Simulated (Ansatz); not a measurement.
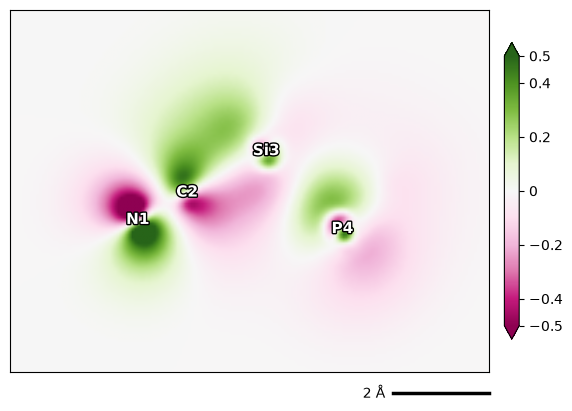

The picture shows: CH4NPSi (SMILES N#C[SiH2]P). The LUMO on the plane of atoms C2, Si3 and P4 (values in Å⁻³ᐟ²; the overall sign is arbitrary).

Theory: RKS PBE-D4/def2-SVP in Ansatz 0.2.0.

```xyz
8

N     2.0104   -0.5900    2.1125
C     1.2850   -0.0989    1.3310
Si    0.1232    0.6340    0.0720
P    -1.3996   -0.9811   -0.4280
H     0.9681    1.1073   -1.0750
H    -0.5650    1.7969    0.7234
H    -0.4476   -1.7032   -1.2345
H    -1.8823   -0.2224   -1.5572
```

Describe this orbital and give its energy.

It lies mainly on N1 (about 25 %), Si3 (about 25 %), C2 (about 25 %) and P4 (about 15 %). Its energy is −1.69 eV.
